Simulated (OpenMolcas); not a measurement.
**Ir⁶⁺ among point charges: CASSCF and CASPT2 levels and susceptibility**

How does a field of 2 point charges split the states of Ir⁶⁺, and what χT follows?

Method: state-averaged CASSCF and CASPT2, spin-orbit coupling by RASSI with atomic mean-field integrals. Code: OpenMolcas 26.06.

## (1) The atom as given

- Species: Ir⁶⁺ (iridium, Z = 77, 71 electrons)
- Basis: ANO-RCC-VDZP [7s6p4d2f], 59 functions
- Scalar Hamiltonian: DKH2, point nucleus
- Inactive shells: 1s 2s 2p 3s 3p 3d 4s 4p 4d 4f 5s 5p
- Active space: 3 electrons in 5 orbitals (5d)
- Some configurations of this space: 5d³
- Orbitals: optimised for each spin and parity, averaged over all roots

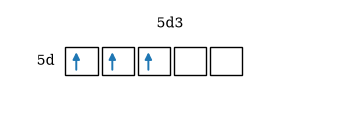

Outer shells as boxes.

The ion sits among 2 point charges of -2 e arranged as a linear pair (D∞h), 2.19 Å from the ion.

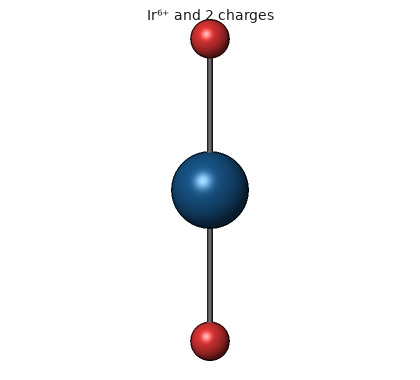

The ion and the point charges (red).

The work runs as a chain of OpenMolcas steps in one folder; each step below is one input file. Labels, J, g values, rates, χT and fits are worked out afterwards by a script from the matrices that RASSI stores. The input lists half of the charges; inversion (Group=XYZ) makes the rest.

## (2) One- and two-electron integrals

a.inp

```
&GATEWAY
Coord
1

Ir 0.0 0.0 0.0
Basis=ANO-RCC-VDZP
Group=XYZ
NoMove
AngMom=0.0 0.0 0.0
AMFI
XField
1 Angstrom 0
0.000000 0.000000 2.190000 -2.000000
&SEWARD
```

Launch:

```sh
$ OMP_NUM_THREADS=1 MOLCAS_MEM=1689 MOLCAS_PROJECT=a pymolcas a.inp > a.log
```

## (3) Reference wave functions, quartets of even parity, 10 roots

a.inp

```
&RASSCF
FileOrb=start.orb
Symmetry=1
Spin=4
nActEl=3 0 0
Inactive=15 19
Ras2=5 0
CIRoot=10 10 1
SDav=10
CIMx=300
Iter=120 100
PrWF=0.3
OrbListing=Nothing
MaxOrb=0
>>> COPY $Project.JobIph JOB001
```

start.orb holds the contracted functions of the basis, ordered by shell, or the orbitals of the step before.

## (4) CASSCF: doublets of even parity, 40 roots

a.inp

```
&RASSCF
FileOrb=start.orb
Symmetry=1
Spin=2
nActEl=3 0 0
Inactive=15 19
Ras2=5 0
CIRoot=40 40 1
SDav=40
CIMx=300
Iter=120 100
PrWF=0.3
OrbListing=Nothing
MaxOrb=0
>>> COPY $Project.JobIph JOB002
```

## (5) State interaction with spin-orbit coupling

a.inp

```
&RASSI
NrOfJobIphs=2 10 40
1 2 3 4 5 6 7 8 9 10
1 2 3 4 5 6 7 8 9 10 11 12 13 14 15 16 17 18 19 20 21 22 23 24 25 26 27
28 29 30 31 32 33 34 35 36 37 38 39 40
IphNames
JOB001
JOB002
EJob
SpinOrbit
DIPRint=1.0
SOCoupling=1000.0
Subsets=2
Property=9
'ANGMOM' 1 'ANGMOM' 2 'ANGMOM' 3 'MLTPL  1' 1 'MLTPL  1' 2 'MLTPL  1' 3
'AMFI' 1 'AMFI' 2 'AMFI' 3
SOProperty=3
'ANGMOM' 1 'ANGMOM' 2 'ANGMOM' 3
```

## (6) CASPT2: IPEA 0.25, imaginary shift 0.1 (closed shells correlated: 5s 5p)

a.inp

```
>>> COPY JOB001 $Project.JobIph
&CASPT2
Multistate=10 1 2 3 4 5 6 7 8 9 10
NoMult
Frozen=14 16
IPEA=0.25
Imaginary=0.1
MaxIter=60
WThr=0.0 0.3 0.05
PrWF=0.5
NoMix
>>> COPY JOB002 $Project.JobIph
&CASPT2
Multistate=40 1 2 3 4 5 6 7 8 9 10 11 12 13 14 15 16 17 18 19 20 21 22
23 24 25 26 27 28 29 30 31 32 33 34 35 36 37 38 39 40
NoMult
Frozen=14 16
IPEA=0.25
Imaginary=0.1
MaxIter=60
WThr=0.0 0.3 0.05
PrWF=0.5
NoMix
```

(Steps that only read results are left out.)

Q: Predict the outcome of this session. Wanted: spin-free ground state; first state of the same spin within the active space; lowest level; next level.

The runs gave:

```
                                            quantity                                                                        value
                                              method  SS-CASPT2, IPEA 0.25, imaginary shift 0.1 (closed shells correlated: 5s 5p)
                              spin-free ground state                                              4Pi, 2-fold in its orbital part
first state of the same spin within the active space                                                          4Sigma at 1860 cm⁻¹
                                        lowest level                                                 2-fold, g = 0.57, 0.90, 0.90
                                          next level                                                                  5246.8 cm⁻¹
                                         χT at 300 K                                                               0.08 cm³ K/mol
                           effective moment at 300 K                                                                      0.79 μB
```

Cost by method:

```csv
method,time of its own steps,time with the reference
A. CASSCF,12 s,12 s
"B. SS-CASPT2, IPEA 0.25, imaginary shift 0.1, +5s 5p",4.1 s,16 s
```

Times are of one thread on a shared host.

**Reading.** The spin-free ground state (4Pi) comes to 81 % from free-ion F terms and keeps the highest spin of the shell. χT at 300 K is 0.08, against 1.88 cm³ K/mol for the spin alone, so spin-orbit coupling lowers it. CASPT2 does not keep the components of a term degenerate, and the means are used. The field of point charges can differ much from that of real complexes. Point charges carry no covalency, so the field is a model and not that of real ligands.
